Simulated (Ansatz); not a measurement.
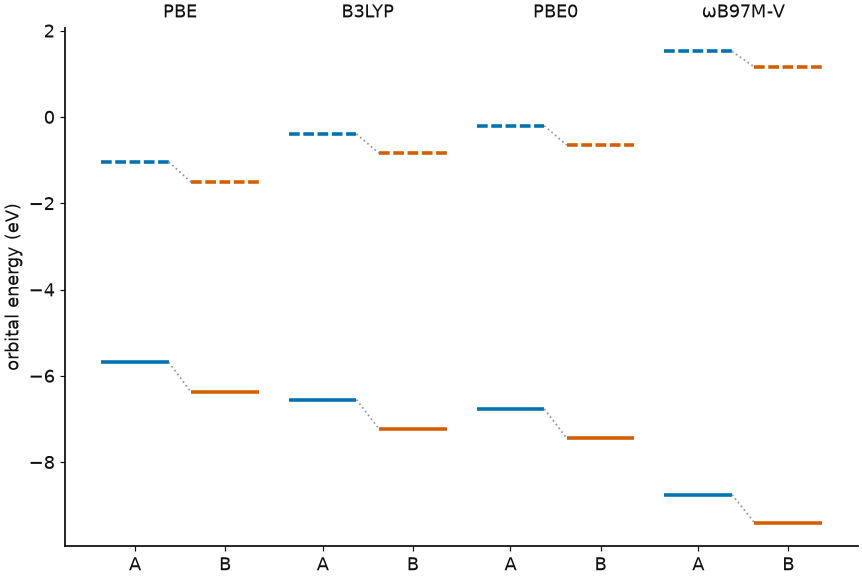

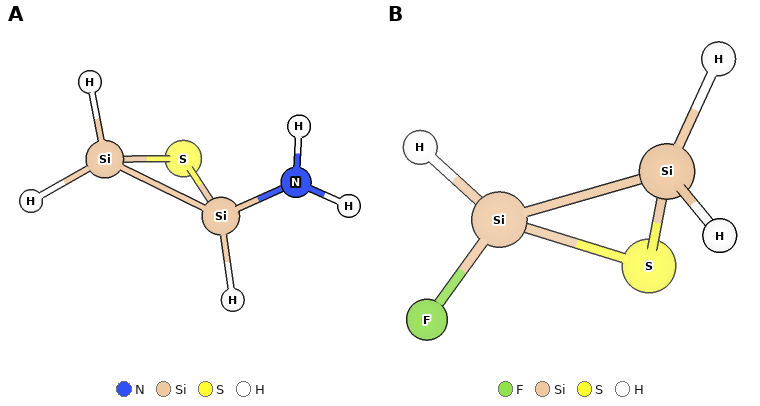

One change: A, Si₂NH₅S (SMILES N[Si@H]1[SiH2]S1), becomes B, Si₂H₃SF (SMILES F[Si@H]1[SiH2]S1). NH₂ on Si is replaced by F. HOMO (solid) and LUMO (dashed) computed in def2-TZVPP at PBE0-D4/def2-TZVP geometries, both minima by their frequencies, gas phase, the Ansatz code. Empty levels above zero depend strongly on the basis.

### What does the change do to HOMO and LUMO?

PBE: the HOMO falls by 0.70 eV, the LUMO falls by 0.47 eV, and the separation goes from 4.65 to 4.87 eV. B3LYP: the HOMO falls by 0.68 eV, the LUMO falls by 0.45 eV, and the separation goes from 6.16 to 6.39 eV. PBE0: the HOMO falls by 0.68 eV, the LUMO falls by 0.45 eV, and the separation goes from 6.56 to 6.79 eV. ωB97M-V: the HOMO falls by 0.65 eV, the LUMO falls by 0.36 eV, and the separation goes from 10.27 to 10.56 eV.

### Do the functionals agree on the effect?

They agree on the direction for both levels; the HOMO shift lies between −0.70 and −0.65 eV and the LUMO shift between −0.47 and −0.36 eV, while the separations themselves differ by up to 5.7 eV between functionals.
